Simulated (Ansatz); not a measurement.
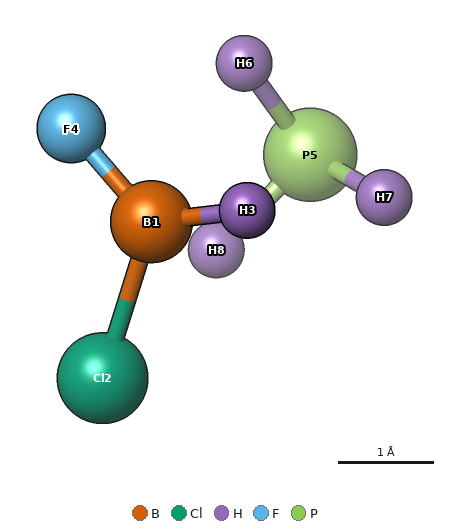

Fig. 1: The input geometry (ball-and-stick view, seen at a tilt; atoms are numbered from 1 in the order of the input). Bond lengths as drawn: B–Cl 1.82 Å, B–F 1.30 Å, B–H 1.18 Å and H–P 1.41 Å.

## Run report: BPH$_{4}$ClF, geometry relaxation (part 1 of 2)

- system: BPH$_{4}$ClF
- method: RKS BHLYP-D4/6-31G* (Ansatz 0.2.0)

It belongs to a series of runs on one base structure; here: end point A relaxed. Figures and captions count atoms from 1; the log counts them from 0 in places.

**Output**
```
The last accepted step is kept in [file] (removed where the run ends without a failure and the disk answers)
Engine: ansatz 0.2.0, aarch64-unknown-linux-gnu
Functional definition: BHLYP
  parameter a = 0.5
  exchange = (1 - a)*b88_x + a*exact_x
  correlation = lyp_c
799 factors; integrals over basis functions are off by at most 6.0e-4 eV
mean field evaluation 1: about -25267.8874 eV, gradient 2.4e1 eV
mean field evaluation 2: about -25268.0588 eV, gradient 2.5e1 eV
mean field evaluation 4: about -25269.0220 eV, gradient 8.2e-1 eV
mean field evaluation 8: about -25269.0660 eV, gradient 3.7e-2 eV
mean field -25269.06603441 eV, -928.6210487764 hartree, gradient 8.4e-5 eV, S^2 0.000000; 0 other end points of the search recorded, 0 dependent functions left out
the calculation of the forces begins
reference -25269.06618564 eV, -928.6210543341 hartree; 25, 25 occupied and 51, 51 virtual orbitals, 799 factors
relax step   1: F+E_penalty+E_count = -25269.26132524 eV  Δ(F+E_penalty+E_count) = +0.000e0 eV  max|allowed force component| = 1.134e0 eV/Å  Δτ_max = 0.0000 Å  (24 SCF iters, accepted)
these checks for a lower state are left out or cut short: starts, cluster_reference, orbital_swaps, neighbouring_geometries, increment
799 factors; integrals over basis functions are off by at most 5.9e-4 eV
mean field evaluation 16: about -25268.8342 eV, gradient 8.4e0 eV
mean field -25269.15784670 eV, -928.6244228160 hartree, gradient 1.0e-5 eV, S^2 0.000000; 0 other end points of the search recorded, 0 dependent functions left out
[... from here on the field's lines of each further geometry are left out, up to the last ...]
relax step   2: F+E_penalty+E_count = -25269.33992453 eV  Δ(F+E_penalty+E_count) = -7.860e-2 eV  max|allowed force component| = 9.795e-1 eV/Å  Δτ_max = 0.1946 Å  (28 SCF iters, accepted)
relax step   3: F+E_penalty+E_count = -25269.40494605 eV  Δ(F+E_penalty+E_count) = -6.502e-2 eV  max|allowed force component| = 1.047e0 eV/Å  Δτ_max = 0.1940 Å  (28 SCF iters, accepted)
relax step   4: F+E_penalty+E_count = -25269.45029499 eV  Δ(F+E_penalty+E_count) = -4.535e-2 eV  max|allowed force component| = 8.031e-1 eV/Å  Δτ_max = 0.1557 Å  (29 SCF iters, accepted)
relax step   5: F+E_penalty+E_count = -25269.45512768 eV  Δ(F+E_penalty+E_count) = -4.833e-3 eV  max|allowed force component| = 6.262e-1 eV/Å  Δτ_max = 0.0344 Å  (25 SCF iters, accepted)
relax step   6: F+E_penalty+E_count = -25269.46141425 eV  Δ(F+E_penalty+E_count) = -6.287e-3 eV  max|allowed force component| = 2.645e-1 eV/Å  Δτ_max = 0.1651 Å  (27 SCF iters, accepted)
relax step   7: F+E_penalty+E_count = -25269.46363372 eV  Δ(F+E_penalty+E_count) = -2.219e-3 eV  max|allowed force component| = 2.004e-1 eV/Å  Δτ_max = 0.0385 Å  (29 SCF iters, accepted)
relax step   8: F+E_penalty+E_count = -25269.46196879 eV  Δ(F+E_penalty+E_count) = +1.665e-3 eV  max|allowed force component| = 4.271e-1 eV/Å  Δτ_max = 0.1391 Å  (29 SCF iters, rejected (line search))
relax step   9: F+E_penalty+E_count = -25269.46499419 eV  Δ(F+E_penalty+E_count) = -1.360e-3 eV  max|allowed force component| = 1.591e-1 eV/Å  Δτ_max = 0.0674 Å  (29 SCF iters, accepted)
relax step  10: F+E_penalty+E_count = -25269.45848310 eV  Δ(F+E_penalty+E_count) = +6.511e-3 eV  max|allowed force component| = 2.826e-1 eV/Å  Δτ_max = 0.0898 Å  (29 SCF iters, rejected (line search))
relax step  11: F+E_penalty+E_count = -25269.46679004 eV  Δ(F+E_penalty+E_count) = -1.796e-3 eV  max|allowed force component| = 6.058e-2 eV/Å  Δτ_max = 0.0448 Å  (29 SCF iters, accepted)
relax step  12: F+E_penalty+E_count = -25269.46748643 eV  Δ(F+E_penalty+E_count) = -6.964e-4 eV  max|allowed force component| = 1.323e-2 eV/Å  Δτ_max = 0.0346 Å  (30 SCF iters, accepted)
relax step  13: F+E_penalty+E_count = -25269.46791601 eV  Δ(F+E_penalty+E_count) = -4.296e-4 eV  max|allowed force component| = 9.061e-2 eV/Å  Δτ_max = 0.0733 Å  (29 SCF iters, accepted)
relax step  14: F+E_penalty+E_count = -25269.46815681 eV  Δ(F+E_penalty+E_count) = -2.408e-4 eV  max|allowed force component| = 4.941e-2 eV/Å  Δτ_max = 0.0159 Å  (24 SCF iters, accepted)
relax step  15: F+E_penalty+E_count = -25269.46817671 eV  Δ(F+E_penalty+E_count) = -1.990e-5 eV  max|allowed force component| = 5.025e-2 eV/Å  Δτ_max = 0.0018 Å  (19 SCF iters, accepted)
relax step  16: F+E_penalty+E_count = -25269.46765471 eV  Δ(F+E_penalty+E_count) = +5.220e-4 eV  max|allowed force component| = 9.183e-2 eV/Å  Δτ_max = 0.0207 Å  (24 SCF iters, rejected (line search))
relax step  17: F+E_penalty+E_count = -25269.46845276 eV  Δ(F+E_penalty+E_count) = -2.760e-4 eV  max|allowed force component| = 2.452e-2 eV/Å  Δτ_max = 0.0101 Å  (23 SCF iters, accepted)
relax step  18: F+E_penalty+E_count = -25269.46868989 eV  Δ(F+E_penalty+E_count) = -2.371e-4 eV  max|allowed force component| = 3.610e-2 eV/Å  Δτ_max = 0.0454 Å  (29 SCF iters, accepted)
relax step  19: F+E_penalty+E_count = -25269.46882427 eV  Δ(F+E_penalty+E_count) = -1.344e-4 eV  max|allowed force component| = 3.937e-2 eV/Å  Δτ_max = 0.0127 Å  (22 SCF iters, accepted)
relax step  20: F+E_penalty+E_count = -25269.46906951 eV  Δ(F+E_penalty+E_count) = -2.452e-4 eV  max|allowed force component| = 6.642e-2 eV/Å  Δτ_max = 0.0388 Å  (30 SCF iters, accepted)
relax step  21: F+E_penalty+E_count = -25269.46912170 eV  Δ(F+E_penalty+E_count) = -5.219e-5 eV  max|allowed force component| = 6.192e-2 eV/Å  Δτ_max = 0.0172 Å  (23 SCF iters, accepted)
relax step  22: F+E_penalty+E_count = -25269.46921362 eV  Δ(F+E_penalty+E_count) = -9.192e-5 eV  max|allowed force component| = 9.325e-2 eV/Å  Δτ_max = 0.0167 Å  (23 SCF iters, accepted)
relax step  23: F+E_penalty+E_count = -25269.46928329 eV  Δ(F+E_penalty+E_count) = -6.966e-5 eV  max|allowed force component| = 9.189e-2 eV/Å  Δτ_max = 0.0068 Å  (23 SCF iters, accepted)
relax step  24: F+E_penalty+E_count = -25269.46955476 eV  Δ(F+E_penalty+E_count) = -2.715e-4 eV  max|allowed force component| = 3.023e-2 eV/Å  Δτ_max = 0.0412 Å  (30 SCF iters, accepted)
relax step  25: F+E_penalty+E_count = -25269.46955606 eV  Δ(F+E_penalty+E_count) = -1.301e-6 eV  max|allowed force component| = 4.520e-2 eV/Å  Δτ_max = 0.0121 Å  (23 SCF iters, accepted)
relax step  26: F+E_penalty+E_count = -25269.46962923 eV  Δ(F+E_penalty+E_count) = -7.317e-5 eV  max|allowed force component| = 3.932e-3 eV/Å  Δτ_max = 0.0117 Å  (23 SCF iters, accepted)
relax step  27: F+E_penalty+E_count = -25269.46962373 eV  Δ(F+E_penalty+E_count) = +5.502e-6 eV  max|allowed force component| = 3.815e-2 eV/Å  Δτ_max = 0.0349 Å  (31 SCF iters, rejected (line search))
relax step  28: F+E_penalty+E_count = -25269.46956853 eV  Δ(F+E_penalty+E_count) = +6.070e-5 eV  max|allowed force component| = 3.982e-2 eV/Å  Δτ_max = 0.0171 Å  (23 SCF iters, rejected (line search))
the calculation of the forces begins
reference -25269.30885042 eV, -928.6299721001 hartree; 25, 25 occupied and 51, 51 virtual orbitals, 799 factors
relax step  29: F+E_penalty+E_count = -25269.46961161 eV  Δ(F+E_penalty+E_count) = +1.762e-5 eV  max|allowed force component| = 2.829e-2 eV/Å  Δτ_max = 0.0083 Å  (23 SCF iters, accepted)
```

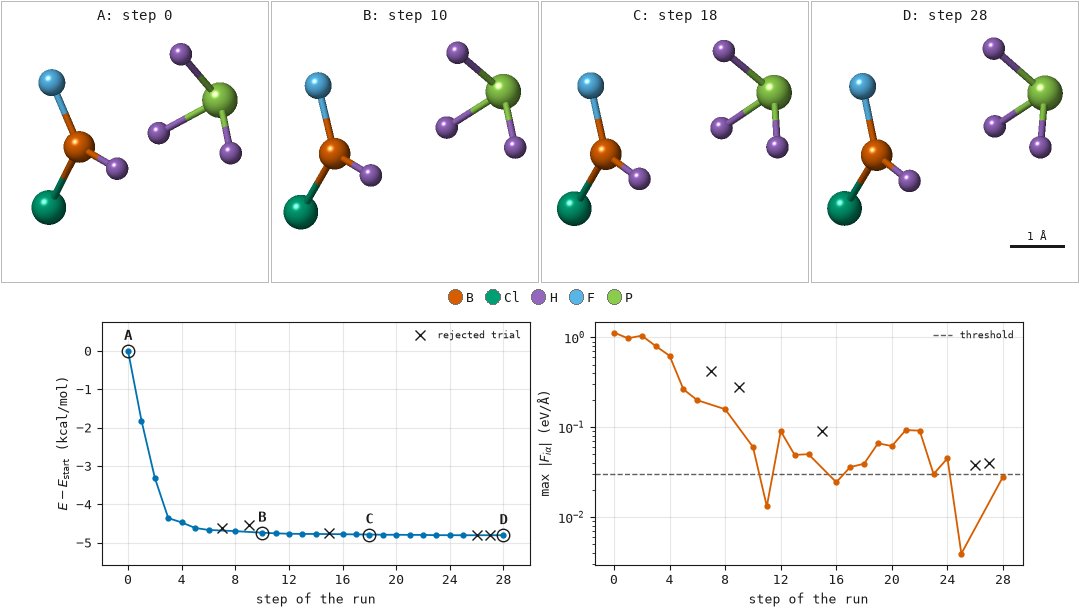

Fig. 2: Frames of the relaxation (ball-and-stick view, seen at a tilt) above the curves, on which the letters mark them (the first geometry is step 0 here and step 1 in the log).

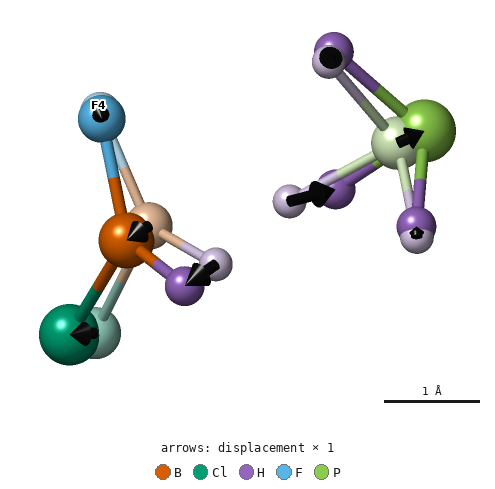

Fig. 3: Start (faint) and end (solid) with the displacements as black arrows, at true length (ball-and-stick view, seen at a tilt). The two geometries are laid on each other by the best rigid fit. H8 moves most after the best rigid fit: 0.61 Å. By element the largest moves are H 0.61 Å, B 0.33 Å, Cl 0.32 Å, P 0.31 Å, F 0.17 Å. Among the contacts that change: B1–Cl2 1.819 → 1.748 Å. Over 28 geometry steps the energy falls by 4.80 kcal/mol. Largest force component: 1.1 eV/Å at the start, 0.028 eV/Å at the end. The line search rejected the trial steps at points 7, 9, 15, 26, 27 (counted from 0) and went back. (Atoms are counted from 1 in the order of the input.)

```
799 factors; integrals over basis functions are off by at most 5.3e-4 eV
mean field -25269.30869089 eV, -928.6299662376 hartree, gradient 1.4e-5 eV, S^2 0.000000; 1 other end points of the search recorded, 0 dependent functions left out
the calculation of the forces begins
reference -25269.30885042 eV, -928.6299721001 hartree; 25, 25 occupied and 51, 51 virtual orbitals, 799 factors
Total energy: -25269.46977114 eV, -928.6358858275 hartree
Atom 0 at     0.050003     0.417323     0.040815 Å, force    -0.008515     0.028285    -0.005235 eV/Å
Atom 1 at    -0.024727     1.016457     1.681018 Å, force     0.000260    -0.005820     0.005755 eV/Å
Atom 2 at     1.078726     0.373143    -0.533028 Å, force     0.009751    -0.011462    -0.002019 eV/Å
Atom 3 at    -1.054036     0.039642    -0.544718 Å, force    -0.001073    -0.010292     0.000909 eV/Å
Atom 4 at     0.236394    -3.229592     0.897893 Å, force     0.003223    -0.004947     0.004773 eV/Å
Atom 5 at    -0.670540    -2.642266    -0.006117 Å, force    -0.004007     0.002962    -0.002612 eV/Å
Atom 6 at     1.319134    -2.415560     0.503392 Å, force     0.001850     0.001971    -0.002171 eV/Å
Atom 7 at    -0.132354    -2.395449     1.972146 Å, force    -0.001488    -0.000697     0.000600 eV/Å
Dipole moment:     0.101839     0.131091    -0.137947 e Å
```

**Trajectory as extended XYZ (Å, eV, eV/Å), 29 frames, from step=1 to step=29**
```
8
Properties=species:S:1:pos:R:3:forces:R:3 step=1 energy=-25269.26132
B    -0.0061    0.0942    0.1119   -0.0483   0.9252   1.0439
Cl    0.0357    0.7452    1.8103    0.0098  -0.1885  -1.1342
H     1.0022   -0.0765   -0.4706   -0.0459  -0.0255   0.0195
F    -1.1728   -0.0307   -0.4544    0.0727  -0.0364   0.0008
P     0.2013   -2.9157    0.9343   -0.0416  -0.3198   0.1928
H    -0.5116   -2.4751   -0.1946   -0.0199  -0.0240   0.0015
H     1.4242   -2.3538    0.5222    0.0061   0.0181   0.0348
H    -0.1703   -1.8239    1.7522    0.0671  -0.3492  -0.1592
8
Properties=species:S:1:pos:R:3:forces:R:3 step=2 energy=-25269.33993
B    -0.0036    0.2865    0.0825   -0.4139  -0.8361   0.9094
Cl    0.0361    0.8757    1.7745   -0.0012   0.0672  -0.9795
H     1.0013   -0.0282   -0.4622   -0.1613   0.5109  -0.0705
F    -1.1748   -0.0271   -0.4318    0.5697   0.5529   0.0917
P     0.2077   -3.0308    0.9343    0.0191  -0.0242  -0.0117
H    -0.5068   -2.5476   -0.1796   -0.0113  -0.0834  -0.0057
H     1.4143   -2.4148    0.5410    0.0226  -0.0662   0.0068
H    -0.1714   -1.9501    1.7528   -0.0236  -0.1211   0.0595
8
Properties=species:S:1:pos:R:3:forces:R:3 step=3 energy=-25269.40495
B    -0.0184    0.2899    0.1143   -0.8300   0.5701   0.4547
Cl    0.0097    1.0652    1.7420    0.0518  -0.5439  -1.0474
H     0.9845    0.0006   -0.4443   -0.1686   0.0318   0.1465
F    -1.2008    0.1328   -0.4608    0.9577   0.0197   0.4226
P     0.2307   -3.1250    0.9350    0.0314   0.0446  -0.0197
H    -0.4895   -2.6421   -0.1752   -0.0349  -0.0378  -0.0363
H     1.4352   -2.5075    0.5388    0.0190  -0.0575   0.0053
H    -0.1488   -2.0501    1.7616   -0.0265  -0.0271   0.0743
8
Properties=species:S:1:pos:R:3:forces:R:3 step=4 energy=-25269.45029
B    -0.0249    0.4328    0.1091   -0.6886  -0.1728  -0.3568
Cl    0.0018    1.2051    1.6742    0.0702  -0.0032   0.0069
H     0.9773    0.1219   -0.4419   -0.1732   0.0710   0.0733
F    -1.2044    0.2103   -0.4500    0.8031   0.0863   0.2723
P     0.2402   -3.2479    0.9452    0.0431   0.1200  -0.0688
H    -0.4829   -2.7585   -0.1626   -0.0163  -0.0344  -0.0034
H     1.4419   -2.6172    0.5547   -0.0086  -0.0618   0.0105
H    -0.1463   -2.1829    1.7825   -0.0297  -0.0050   0.0660
8
Properties=species:S:1:pos:R:3:forces:R:3 step=5 energy=-25269.45513
B    -0.0258    0.4148    0.1091   -0.5587  -0.0755  -0.3557
Cl    0.0048    1.1711    1.6780    0.0598   0.0330   0.1238
H     0.9769    0.1239   -0.4457   -0.1161   0.0101   0.0299
F    -1.2011    0.2039   -0.4530    0.6262   0.0211   0.1970
P     0.2378   -3.2299    0.9473    0.0266   0.0792  -0.0332
H    -0.4849   -2.7479   -0.1633   -0.0166  -0.0150  -0.0024
H     1.4426   -2.6088    0.5542   -0.0072  -0.0377   0.0104
H    -0.1478   -2.1634    1.7848   -0.0141  -0.0152   0.0302
8
Properties=species:S:1:pos:R:3:forces:R:3 step=6 energy=-25269.46141
B    -0.0249    0.4251    0.0851    0.2634  -0.0006   0.0075
Cl    0.0001    1.0737    1.7094    0.0469   0.0275   0.0139
H     0.9893    0.2721   -0.5174   -0.2645   0.0331   0.1062
F    -1.1789    0.1254   -0.4400   -0.0385  -0.0583  -0.1294
P     0.1942   -3.2160    0.9736    0.0828   0.0874  -0.0060
H    -0.4850   -2.7243   -0.1587   -0.0180   0.0023  -0.0147
H     1.4452   -2.6859    0.5790   -0.0862  -0.0379   0.0346
H    -0.1375   -2.1064    1.7804    0.0141  -0.0537  -0.0122
8
Properties=species:S:1:pos:R:3:forces:R:3 step=7 energy=-25269.46363
B    -0.0267    0.4176    0.0892    0.1904  -0.0092  -0.0296
Cl    0.0062    1.1059    1.6945    0.0348   0.0339   0.0567
H     0.9834    0.2436   -0.5090   -0.2004   0.0243   0.0690
F    -1.1831    0.1142   -0.4310   -0.0175  -0.0498  -0.0994
P     0.1954   -3.2162    0.9533    0.0357  -0.0104  -0.0110
H    -0.4768   -2.6873   -0.1653   -0.0193   0.0055  -0.0318
H     1.4474   -2.6769    0.5870   -0.0279  -0.0049   0.0132
H    -0.1432   -2.1373    1.7927    0.0044   0.0105   0.0329
8
Properties=species:S:1:pos:R:3:forces:R:3 step=8 energy=-25269.46197 accepted=F
B    -0.0306    0.3991    0.0846    0.4271   0.0169   0.0468
Cl    0.0240    1.1350    1.6689   -0.0163   0.0323   0.0391
H     0.9733    0.2537   -0.5310   -0.2032   0.0274   0.0432
F    -1.1783    0.0192   -0.3936   -0.2089  -0.0449  -0.1397
P     0.1700   -3.2035    0.9057   -0.0740  -0.0467  -0.1086
H    -0.4538   -2.5512   -0.1828    0.0764  -0.0639   0.0917
H     1.4544   -2.6929    0.6276   -0.0143   0.0370  -0.0054
H    -0.1564   -2.1957    1.8320    0.0130   0.0419   0.0329
```
